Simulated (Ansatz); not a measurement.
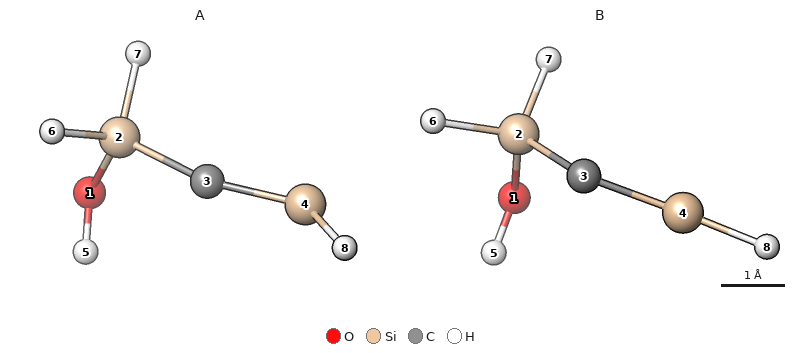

Two geometries of CH4OSi2, drawn at one scale. One is the start of a relaxation, the other its converged end. A ball-and-stick model, seen from a free direction.

These are results of Ansatz 0.2.0, RKS PBE0-D4/def2-TZVP, not measurements. Settings: force threshold 0.005 eV/Å; at most 200 steps.

Which one is relaxed?

Structure A is the relaxed one. H8 moves most after the best rigid fit: 0.87 Å. Largest moves by element: H 0.87 Å, C 0.72 Å, Si 0.45 Å, O 0.42 Å. Near-neighbour distances that change, for instance: C3–Si4 1.701 → 1.641 Å, Si2–C3 1.876 → 1.824 Å, Si4–H8 1.459 → 1.484 Å, Si2–H6 1.473 → 1.491 Å. Bond angles that change, for instance: C3–Si4–H8 171.9° → 130.2°, Si2–C3–Si4 127.1° → 156.2°, O1–Si2–H7 98.6° → 105.0°. Groups turn about Si2–C3 by about 25°. The energy falls by 11.8 kcal/mol in 13 accepted moves (15 points after the start). The largest force component goes from 3.1 to 0.0025 eV/Å. The line search rejected the trial steps at points 7, 9 of the run. The run took 56 s on 2 threads of Arm Neoverse V1 (shared host).
